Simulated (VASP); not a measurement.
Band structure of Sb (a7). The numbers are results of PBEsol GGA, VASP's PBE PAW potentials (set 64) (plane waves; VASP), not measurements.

Unless said otherwise, spin-orbit coupling is left out, though it shifts the bands of the heavy elements here.

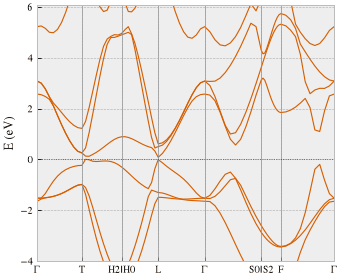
Fig. 1. Bands along high-symmetry lines, zero at the valence-band maximum or, without a gap, the Fermi level

Read the plot: is there a gap, and where are the band edges?

The gap is indirect, 0.08 eV, from the valence maximum at T-H2 at 0.09 to the conduction minimum at L. (Edges off the drawn lines would not show.)

The compound is Sb in the a7 structure. It was relaxed first.
